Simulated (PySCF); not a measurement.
# C₃H₇NSi: NMR shifts at several levels of theory

Aim: compute the NMR shifts of C₃H₇NSi (`C#C[Si@@H](C)N`) at several levels, and see how far they spread and what each costs.

The runs use PySCF 2.14.0, with density-fitted response routines of our own; the level of theory stands in each step. All values are computed, except where a source is named. Atoms count from 0, in the outputs and in this text.

## 1. The starting structure

12 atoms, charge 0, multiplicity 1; geometry from: PBE0-D3(BJ)/def2-SVP.

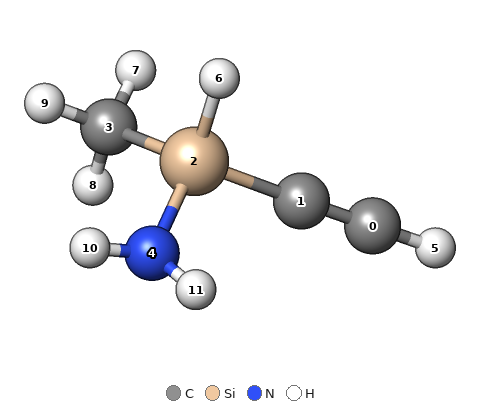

As it starts; carbon grey, silicon light orange, nitrogen blue, hydrogen white, atoms numbered; sticks join atoms by distance.

## 2. Nuclear shieldings: PBE0/6-31G*

What the job is given:

```
{"job": {"kind": "nmr", "xc": "PBE0", "basis": "6-31G*", "pop": true}, "charge": 0, "multiplicity": 1}
C      2.330648     1.304028    -0.849906
C      1.335811     0.777728    -0.386254
Si    -0.174573     0.003216     0.332854
C     -1.683931     0.430742    -0.681860
N      0.083985    -1.708388     0.289432
H      3.207116     1.770494    -1.263737
H     -0.332283     0.595871     1.702736
H     -1.839258     1.520357    -0.698872
H     -1.565342     0.074211    -1.715604
H     -2.588759    -0.030537    -0.254786
H     -0.668164    -2.330871     0.564299
H      0.978628    -2.074402     0.596240
```

Level: GIAO PBE0/6-31G* NMR shielding, non-relativistic, gas phase.

Command:

```console
OMP_NUM_THREADS=1 python probes_run.py task.json out
```

This one command runs all jobs of the session in turn.

Log:

```text
coarse grid: 10288 points
cycle   1  E = -462.3609054347  dE =  3.238e-01  |g| = 5.590e-01  |ddm| = 3.123e+00
cycle   2  E = -462.3293206425  dE =  3.158e-02  |g| = 6.611e-01  |ddm| = 1.083e+00
cycle   3  E = -462.4320709906  dE = -1.028e-01  |g| = 1.500e-01  |ddm| = 6.419e-01
cycle   4  E = -462.4374211614  dE = -5.350e-03  |g| = 4.856e-02  |ddm| = 1.408e-01
cycle   5  E = -462.4379779630  dE = -5.568e-04  |g| = 1.541e-02  |ddm| = 4.757e-02
cycle   6  E = -462.4380366604  dE = -5.870e-05  |g| = 2.321e-03  |ddm| = 1.446e-02
cycle   7  E = -462.4380379922  dE = -1.332e-06  |g| = 7.072e-04  |ddm| = 2.769e-03
final grid: 94152 points
cycle   8  E = -462.3869132234  dE = -1.579e-05  |g| = 7.418e-03  |ddm| = 1.529e-02
cycle   9  E = -462.3869077563  dE =  5.467e-06  |g| = 9.047e-03  |ddm| = 1.392e-02
cycle  10  E = -462.3869271014  dE = -1.935e-05  |g| = 7.176e-04  |ddm| = 7.486e-03
cycle  11  E = -462.3869272333  dE = -1.319e-07  |g| = 1.587e-04  |ddm| = 7.837e-04
cycle  12  E = -462.3869272367  dE = -3.327e-09  |g| = 9.889e-05  |ddm| = 1.749e-04
cycle  13  E = -462.3869272389  dE = -2.243e-09  |g| = 3.834e-05  |ddm| = 9.757e-05
cycle  14  E = -462.3869272393  dE = -3.822e-10  |g| = 8.183e-06  |ddm| = 3.478e-05
converged SCF energy = -462.3869272393

GIAO shielding tensors (ppm)
atom      isotropic    diamagn.    paramagn.     s11        s22        s33       span
  0 C      104.636     271.353    -166.717     28.792     34.249    250.868    222.075
  1 C      115.680     257.783    -142.103     27.258     30.255    289.527    262.270
  2 Si     442.407     883.456    -441.049    402.754    436.249    488.219     85.466
  3 C      194.123     252.132     -58.009    186.526    196.535    199.308     12.783
  4 N      254.476     319.829     -65.354    223.124    261.719    278.584     55.460
  5 H       29.808      29.742       0.065     25.181     25.339     38.902     13.721
  6 H       26.749      29.861      -3.112     23.755     24.560     31.931      8.175
  7 H       31.848      29.558       2.290     27.738     29.196     38.612     10.874
  8 H       31.555      29.894       1.661     27.634     29.278     37.753     10.119
  9 H       31.850      29.632       2.218     27.740     29.667     38.142     10.401
 10 H       32.553      29.654       2.898     25.132     29.150     43.376     18.244
 11 H       32.213      29.571       2.643     24.674     28.824     43.142     18.469
```

Wall time 7.2 s (1 thread of Arm Neoverse V1, shared host); peak memory 0.49 GiB.

Shifts follow as δ = σ(reference) − σ, with reference shieldings (ppm) from runs at the same level and on the same kind of geometry: 1H TMS 31.96, 13C TMS 194.1, 29Si TMS 418.1, 15N NH3 259.4. The references are single molecules in the gas phase, so shifts against H2O, NH3, PH3, H3PO4 or CFCl3 are not on the usual liquid scales and can be off by tens of ppm. Atoms listed in one row are averaged.

| atoms | environment | σ (ppm) | δ (ppm) |
| --- | --- | --- | --- |
| C0 | terminal alkyne carbon | 104.6 | 89.5 |
| C1 | alkyne carbon | 115.7 | 78.5 |
| C3 | methyl carbon bonded to Si | 194.1 | 0.0 |
| H6 | hydrogen on a silicon bonded to 2 C, N | 26.75 | 5.21 |
| H5 | hydrogen on a terminal alkyne carbon | 29.81 | 2.16 |
| H7, H8, H9 | hydrogen on a methyl carbon bonded to Si | 31.75 | 0.21 |
| H10, H11 | hydrogen on a nitrogen bonded to Si | 32.38 | -0.42 |
| Si2 | silicon bonded to 2 C, N, H | 442.4 | -24.3 |
| N4 | nitrogen bonded to Si, 2 H | 254.5 | 4.9 |

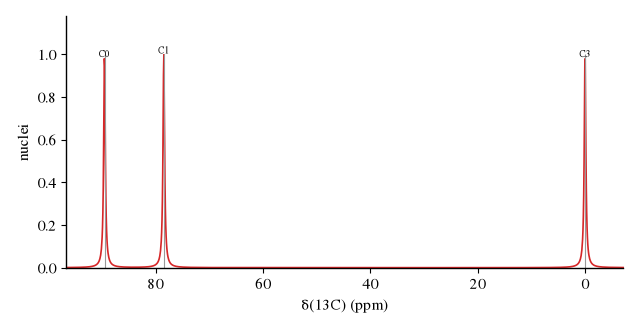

13C lines at the computed shifts, without couplings. Lines are broadened to a width of 0.36 ppm (Lorentzian).

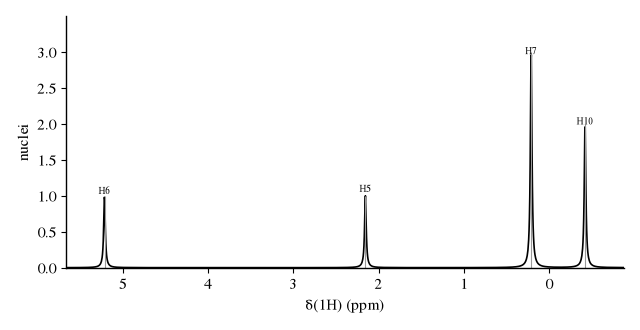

1H lines at the computed shifts, without couplings. Lines are broadened to a width of 0.02 ppm (Lorentzian).

The run also stored atomic charges by several schemes (e):

| atoms | Mulliken | IAO | Hirshfeld | ESP fit |
| --- | --- | --- | --- | --- |
| C0 | -0.22 | -0.18 | -0.09 | -0.32 |
| C1 | -0.17 | -0.33 | -0.16 | -0.19 |
| Si2 | 0.64 | 1.05 | 0.36 | 0.80 |
| C3 | -0.77 | -0.72 | -0.19 | -0.59 |
| N4 | -0.92 | -0.84 | -0.31 | -1.03 |

Mulliken charges:

| atom | value (e) |
| --- | --- |
| C0 | -0.22 |
| C1 | -0.17 |
| Si2 | 0.64 |
| C3 | -0.77 |
| N4 | -0.92 |
| H5 | 0.23 |
| H6 | -0.11 |
| H7 | 0.20 |
| H8 | 0.21 |
| H9 | 0.19 |
| H10 | 0.35 |
| H11 | 0.35 |

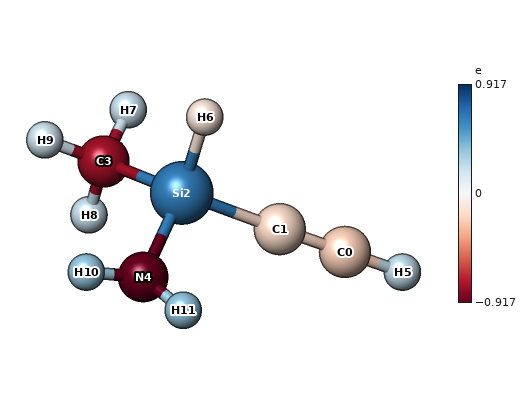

Mulliken charges, as colours on the atoms.

Mayer bond orders: C0–C1 2.72, C1–Si2 0.98, Si2–C3 0.96, Si2–N4 1.07.

## 3. Nuclear shieldings: PBE0/6-311+G(2d,p)

Same as in step 2 but for these lines:

```diff
@@ -1,2 +1,2 @@
-{"job": {"kind": "nmr", "xc": "PBE0", "basis": "6-31G*", "pop": true}, "charge": 0, "multiplicity": 1}
+{"job": {"kind": "nmr", "xc": "PBE0", "basis": "6-311+G(2d,p)", "pop": true}, "charge": 0, "multiplicity": 1}
 C      2.330648     1.304028    -0.849906
```

With the program's defaults for keys left out, this is: GIAO PBE0/6-311+G(2d,p) NMR shielding, non-relativistic, gas phase.

Log:

```text
coarse grid: 10288 points
cycle   1  E = -462.4091036326  dE =  2.993e-01  |g| = 5.779e-01  |ddm| = 3.524e+00
cycle   2  E = -462.3614779979  dE =  4.763e-02  |g| = 7.274e-01  |ddm| = 1.346e+00
cycle   3  E = -462.4803926136  dE = -1.189e-01  |g| = 1.539e-01  |ddm| = 8.414e-01
cycle   4  E = -462.4854648763  dE = -5.072e-03  |g| = 6.035e-02  |ddm| = 1.450e-01
cycle   5  E = -462.4862873425  dE = -8.225e-04  |g| = 2.066e-02  |ddm| = 5.619e-02
cycle   6  E = -462.4863860383  dE = -9.870e-05  |g| = 2.752e-03  |ddm| = 2.385e-02
cycle   7  E = -462.4863877927  dE = -1.754e-06  |g| = 7.280e-04  |ddm| = 5.684e-03
final grid: 94152 points
cycle   8  E = -462.4819920772  dE = -3.136e-05  |g| = 7.491e-03  |ddm| = 7.404e-02
cycle   9  E = -462.4819848988  dE =  7.178e-06  |g| = 9.505e-03  |ddm| = 1.655e-02
cycle  10  E = -462.4820046797  dE = -1.978e-05  |g| = 7.953e-04  |ddm| = 9.405e-03
cycle  11  E = -462.4820048203  dE = -1.407e-07  |g| = 2.153e-04  |ddm| = 1.446e-03
cycle  12  E = -462.4820048301  dE = -9.792e-09  |g| = 6.347e-05  |ddm| = 2.413e-04
cycle  13  E = -462.4820048308  dE = -7.308e-10  |g| = 3.763e-05  |ddm| = 1.087e-04
cycle  14  E = -462.4820048312  dE = -3.191e-10  |g| = 1.263e-05  |ddm| = 3.252e-05
converged SCF energy = -462.4820048312

GIAO shielding tensors (ppm)
atom      isotropic    diamagn.    paramagn.     s11        s22        s33       span
  0 C       88.419     262.171    -173.752      5.332     11.769    248.157    242.825
  1 C       96.988     257.119    -160.131     -1.129      2.164    289.929    291.058
  2 Si     380.401     877.981    -497.580    335.779    374.383    431.042     95.264
  3 C      186.638     247.074     -60.436    178.151    189.483    192.280     14.129
  4 N      245.521     316.608     -71.087    217.091    255.966    263.505     46.414
  5 H       29.319      32.647      -3.328     24.419     24.595     38.943     14.525
  6 H       26.002      28.603      -2.601     23.282     23.802     30.921      7.639
  7 H       31.340      29.508       1.832     27.410     28.844     37.766     10.356
  8 H       31.128      29.899       1.229     27.746     28.906     36.731      8.984
  9 H       31.320      29.389       1.931     27.473     28.954     37.535     10.062
 10 H       31.749      29.630       2.119     24.898     28.337     42.011     17.113
 11 H       31.409      30.947       0.462     24.429     28.225     41.572     17.143
```

It took 18 s on 1 thread of Arm Neoverse V1, shared host; peak memory 0.88 GiB.

Key values: δ C0 98.0, C1 89.5, C3 -0.2, Si2 -36.0, H6 5.51, H5 2.19 ppm.

## 4. Nuclear shieldings: PBE0/def2-SVP

Same as in step 3 but for these lines:

```diff
@@ -1,2 +1,2 @@
-{"job": {"kind": "nmr", "xc": "PBE0", "basis": "6-311+G(2d,p)", "pop": true}, "charge": 0, "multiplicity": 1}
+{"job": {"kind": "nmr", "xc": "PBE0", "basis": "def2-SVP", "pop": true}, "charge": 0, "multiplicity": 1}
 C      2.330648     1.304028    -0.849906
```

Level: GIAO PBE0/def2-SVP NMR shielding, non-relativistic, gas phase.

Log:

```text
coarse grid: 10288 points
cycle   1  E = -462.0696623289  dE =  2.797e-01  |g| = 5.319e-01  |ddm| = 3.471e+00
cycle   2  E = -462.0367966296  dE =  3.287e-02  |g| = 6.433e-01  |ddm| = 1.160e+00
cycle   3  E = -462.1336742760  dE = -9.688e-02  |g| = 1.447e-01  |ddm| = 6.810e-01
cycle   4  E = -462.1386200738  dE = -4.946e-03  |g| = 4.913e-02  |ddm| = 1.412e-01
cycle   5  E = -462.1391959777  dE = -5.759e-04  |g| = 1.518e-02  |ddm| = 4.967e-02
cycle   6  E = -462.1392531371  dE = -5.716e-05  |g| = 2.285e-03  |ddm| = 1.566e-02
cycle   7  E = -462.1392544628  dE = -1.326e-06  |g| = 7.040e-04  |ddm| = 2.940e-03
final grid: 94152 points
cycle   8  E = -462.1968687227  dE = -1.426e-05  |g| = 6.857e-03  |ddm| = 1.787e-02
cycle   9  E = -462.1968636684  dE =  5.054e-06  |g| = 8.390e-03  |ddm| = 1.395e-02
cycle  10  E = -462.1968803973  dE = -1.673e-05  |g| = 6.191e-04  |ddm| = 7.690e-03
cycle  11  E = -462.1968804969  dE = -9.961e-08  |g| = 1.201e-04  |ddm| = 7.244e-04
cycle  12  E = -462.1968804997  dE = -2.782e-09  |g| = 4.986e-05  |ddm| = 1.379e-04
cycle  13  E = -462.1968805002  dE = -5.258e-10  |g| = 2.544e-05  |ddm| = 6.024e-05
converged SCF energy = -462.1968805002

GIAO shielding tensors (ppm)
atom      isotropic    diamagn.    paramagn.     s11        s22        s33       span
  0 C      100.980     259.533    -158.553     23.567     29.570    249.802    226.235
  1 C      110.410     264.298    -153.888     19.447     21.919    289.864    270.417
  2 Si     451.647     882.853    -431.206    410.440    444.368    500.134     89.694
  3 C      194.252     248.504     -54.252    187.022    196.964    198.771     11.749
  4 N      258.110     310.277     -52.167    226.765    265.499    282.066     55.301
  5 H       29.372      32.781      -3.409     24.468     24.648     38.999     14.531
  6 H       26.230      29.475      -3.245     23.232     24.058     31.399      8.167
  7 H       31.244      29.222       2.022     27.248     28.520     37.964     10.716
  8 H       30.976      29.599       1.377     27.319     28.470     37.138      9.819
  9 H       31.220      29.233       1.987     27.282     28.737     37.641     10.359
 10 H       31.702      29.832       1.869     24.217     28.301     42.587     18.369
 11 H       31.370      29.823       1.547     23.822     28.039     42.251     18.429
```

Wall time 8.2 s (1 thread of Arm Neoverse V1, shared host); peak memory 0.56 GiB.

In short: δ C0 92.7, C1 83.3, C3 -0.5, Si2 -44.5, H6 5.11, H5 1.97 ppm.

## 5. Nuclear shieldings: PBE0/def2-TZVP

Same as in step 4 but for these lines:

```diff
@@ -1,2 +1,2 @@
-{"job": {"kind": "nmr", "xc": "PBE0", "basis": "def2-SVP", "pop": true}, "charge": 0, "multiplicity": 1}
+{"job": {"kind": "nmr", "xc": "PBE0", "basis": "def2-TZVP", "pop": true}, "charge": 0, "multiplicity": 1}
 C      2.330648     1.304028    -0.849906
```

Method: GIAO PBE0/def2-TZVP NMR shielding, non-relativistic, gas phase.

Log:

```text
coarse grid: 10288 points
cycle   1  E = -462.4293781837  dE =  2.956e-01  |g| = 5.848e-01  |ddm| = 2.697e+00
cycle   2  E = -462.3824319094  dE =  4.695e-02  |g| = 7.315e-01  |ddm| = 1.078e+00
cycle   3  E = -462.5025719117  dE = -1.201e-01  |g| = 1.554e-01  |ddm| = 6.861e-01
cycle   4  E = -462.5077947697  dE = -5.223e-03  |g| = 6.017e-02  |ddm| = 1.159e-01
cycle   5  E = -462.5086144272  dE = -8.197e-04  |g| = 2.010e-02  |ddm| = 4.009e-02
cycle   6  E = -462.5087079613  dE = -9.353e-05  |g| = 2.640e-03  |ddm| = 1.502e-02
cycle   7  E = -462.5087096054  dE = -1.644e-06  |g| = 7.270e-04  |ddm| = 3.417e-03
final grid: 94152 points
cycle   8  E = -462.4981202826  dE = -3.405e-05  |g| = 7.844e-03  |ddm| = 6.565e-02
cycle   9  E = -462.4981128289  dE =  7.454e-06  |g| = 9.834e-03  |ddm| = 1.330e-02
cycle  10  E = -462.4981337797  dE = -2.095e-05  |g| = 8.347e-04  |ddm| = 7.278e-03
cycle  11  E = -462.4981339255  dE = -1.459e-07  |g| = 2.874e-04  |ddm| = 8.169e-04
cycle  12  E = -462.4981339388  dE = -1.325e-08  |g| = 1.609e-04  |ddm| = 2.420e-04
cycle  13  E = -462.4981339450  dE = -6.269e-09  |g| = 3.860e-05  |ddm| = 1.006e-04
cycle  14  E = -462.4981339454  dE = -3.695e-10  |g| = 9.737e-06  |ddm| = 4.107e-05
converged SCF energy = -462.4981339454

GIAO shielding tensors (ppm)
atom      isotropic    diamagn.    paramagn.     s11        s22        s33       span
  0 C       88.600     269.641    -181.041      5.733     12.040    248.028    242.295
  1 C       96.227     257.140    -160.913     -1.974      0.855    289.800    291.774
  2 Si     367.802     871.128    -503.326    323.229    362.419    417.757     94.529
  3 C      187.184     246.054     -58.870    179.091    189.982    192.480     13.389
  4 N      247.596     312.344     -64.747    217.744    259.220    265.825     48.081
  5 H       29.406      30.625      -1.219     24.569     24.739     38.911     14.343
  6 H       26.072      29.506      -3.434     23.476     23.924     30.817      7.341
  7 H       31.334      28.839       2.495     27.471     28.828     37.704     10.234
  8 H       31.137      29.149       1.988     27.807     28.908     36.695      8.888
  9 H       31.309      29.043       2.267     27.530     28.953     37.444      9.913
 10 H       31.704      29.777       1.927     24.836     28.279     41.997     17.161
 11 H       31.400      29.733       1.666     24.407     28.168     41.624     17.218
```

It took 22 s on 1 thread of Arm Neoverse V1, shared host; peak memory 0.95 GiB.

This run: δ C0 98.1, C1 90.4, C3 -0.5, Si2 -36.2, H6 5.41, H5 2.07 ppm.

## 6. Nuclear shieldings: PBE0/cc-pVDZ

Same as in step 5 but for these lines:

```diff
@@ -1,2 +1,2 @@
-{"job": {"kind": "nmr", "xc": "PBE0", "basis": "def2-TZVP", "pop": true}, "charge": 0, "multiplicity": 1}
+{"job": {"kind": "nmr", "xc": "PBE0", "basis": "cc-pVDZ", "pop": true}, "charge": 0, "multiplicity": 1}
 C      2.330648     1.304028    -0.849906
```

With the program's defaults for keys left out, this is: GIAO PBE0/cc-pVDZ NMR shielding, non-relativistic, gas phase.

Log:

```text
coarse grid: 10288 points
cycle   1  E = -462.3321677510  dE =  3.539e-01  |g| = 5.380e-01  |ddm| = 6.386e+00
cycle   2  E = -462.2977642578  dE =  3.440e-02  |g| = 6.547e-01  |ddm| = 1.914e+00
cycle   3  E = -462.3983974101  dE = -1.006e-01  |g| = 1.426e-01  |ddm| = 1.044e+00
cycle   4  E = -462.4032407585  dE = -4.843e-03  |g| = 4.716e-02  |ddm| = 2.211e-01
cycle   5  E = -462.4037651446  dE = -5.244e-04  |g| = 1.521e-02  |ddm| = 7.353e-02
cycle   6  E = -462.4038228758  dE = -5.773e-05  |g| = 2.281e-03  |ddm| = 2.603e-02
cycle   7  E = -462.4038242351  dE = -1.359e-06  |g| = 7.076e-04  |ddm| = 5.218e-03
final grid: 94152 points
cycle   8  E = -462.4160028486  dE = -1.429e-05  |g| = 7.378e-03  |ddm| = 4.605e-02
cycle   9  E = -462.4159973924  dE =  5.456e-06  |g| = 8.966e-03  |ddm| = 2.667e-02
cycle  10  E = -462.4160165308  dE = -1.914e-05  |g| = 7.118e-04  |ddm| = 1.436e-02
cycle  11  E = -462.4160166631  dE = -1.323e-07  |g| = 1.373e-04  |ddm| = 1.421e-03
cycle  12  E = -462.4160166664  dE = -3.342e-09  |g| = 6.773e-05  |ddm| = 2.889e-04
cycle  13  E = -462.4160166674  dE = -9.572e-10  |g| = 3.542e-05  |ddm| = 1.287e-04
cycle  14  E = -462.4160166677  dE = -3.057e-10  |g| = 9.210e-06  |ddm| = 5.156e-05
converged SCF energy = -462.4160166677

GIAO shielding tensors (ppm)
atom      isotropic    diamagn.    paramagn.     s11        s22        s33       span
  0 C      102.996     262.413    -159.417     26.267     32.237    250.484    224.217
  1 C      113.241     255.626    -142.385     23.263     25.810    290.650    267.387
  2 Si     456.131     886.412    -430.281    417.742    449.691    500.959     83.218
  3 C      196.730     245.735     -49.004    189.633    199.384    201.174     11.541
  4 N      261.665     307.047     -45.382    229.513    267.833    287.650     58.137
  5 H       29.231      32.825      -3.594     24.361     24.515     38.818     14.457
  6 H       26.207      30.108      -3.901     23.148     23.842     31.630      8.482
  7 H       31.141      28.829       2.312     27.229     28.491     37.701     10.472
  8 H       30.897      29.296       1.602     27.314     28.398     36.980      9.666
  9 H       31.126      28.869       2.257     27.275     28.639     37.465     10.189
 10 H       31.671      29.781       1.890     24.152     28.271     42.589     18.438
 11 H       31.343      29.658       1.686     23.709     28.123     42.197     18.488
```

It took 9.2 s on 1 thread of Arm Neoverse V1, shared host; peak memory 0.61 GiB.

This run: δ C0 93.8, C1 83.5, C3 0.0, Si2 -37.5, H6 5.08, H5 2.06 ppm.

## 7. Nuclear shieldings: PBE0/cc-pVTZ

Same as in step 6 but for these lines:

```diff
@@ -1,2 +1,2 @@
-{"job": {"kind": "nmr", "xc": "PBE0", "basis": "cc-pVDZ", "pop": true}, "charge": 0, "multiplicity": 1}
+{"job": {"kind": "nmr", "xc": "PBE0", "basis": "cc-pVTZ", "pop": true}, "charge": 0, "multiplicity": 1}
 C      2.330648     1.304028    -0.849906
```

Method: GIAO PBE0/cc-pVTZ NMR shielding, non-relativistic, gas phase.

Log:

```text
coarse grid: 10288 points
cycle   1  E = -462.4163649748  dE =  3.018e-01  |g| = 5.846e-01  |ddm| = 6.795e+00
cycle   2  E = -462.3713597056  dE =  4.501e-02  |g| = 7.282e-01  |ddm| = 1.957e+00
cycle   3  E = -462.4897563414  dE = -1.184e-01  |g| = 1.541e-01  |ddm| = 1.158e+00
cycle   4  E = -462.4949142744  dE = -5.158e-03  |g| = 5.885e-02  |ddm| = 2.369e-01
cycle   5  E = -462.4956976602  dE = -7.834e-04  |g| = 1.956e-02  |ddm| = 8.375e-02
cycle   6  E = -462.4957857222  dE = -8.806e-05  |g| = 2.627e-03  |ddm| = 2.941e-02
cycle   7  E = -462.4957873425  dE = -1.620e-06  |g| = 7.643e-04  |ddm| = 5.456e-03
final grid: 94152 points
cycle   8  E = -462.4950934899  dE = -4.494e-05  |g| = 7.962e-03  |ddm| = 8.944e-02
cycle   9  E = -462.4950862915  dE =  7.198e-06  |g| = 9.877e-03  |ddm| = 2.756e-02
cycle  10  E = -462.4951073982  dE = -2.111e-05  |g| = 8.187e-04  |ddm| = 1.496e-02
cycle  11  E = -462.4951075388  dE = -1.406e-07  |g| = 2.698e-04  |ddm| = 1.621e-03
cycle  12  E = -462.4951075518  dE = -1.299e-08  |g| = 1.304e-04  |ddm| = 4.736e-04
cycle  13  E = -462.4951075557  dE = -3.930e-09  |g| = 4.386e-05  |ddm| = 1.875e-04
cycle  14  E = -462.4951075562  dE = -4.586e-10  |g| = 1.079e-05  |ddm| = 6.630e-05
converged SCF energy = -462.4951075562

GIAO shielding tensors (ppm)
atom      isotropic    diamagn.    paramagn.     s11        s22        s33       span
  0 C       88.918     259.189    -170.271      6.082     12.442    248.230    242.148
  1 C       98.177     264.165    -165.989      0.982      3.866    289.682    288.700
  2 Si     391.611     889.952    -498.341    349.042    386.697    439.093     90.052
  3 C      187.710     243.463     -55.753    179.660    190.718    192.751     13.091
  4 N      251.046     300.414     -49.368    218.698    260.122    274.318     55.620
  5 H       29.275      30.200      -0.925     24.395     24.526     38.904     14.509
  6 H       26.064      29.786      -3.722     23.303     23.827     31.061      7.758
  7 H       31.121      28.947       2.174     27.160     28.492     37.711     10.551
  8 H       30.924      29.310       1.614     27.429     28.614     36.730      9.302
  9 H       31.106      29.084       2.021     27.225     28.668     37.424     10.200
 10 H       31.410      29.773       1.638     24.275     27.753     42.204     17.929
 11 H       31.108      29.795       1.313     23.860     27.639     41.825     17.965
```

Wall time 30 s (1 thread of Arm Neoverse V1, shared host); peak memory 0.94 GiB.

In short: δ C0 98.4, C1 89.1, C3 -0.4, Si2 -31.6, H6 5.23, H5 2.02 ppm.

(Part 1 of 2 ends here.)
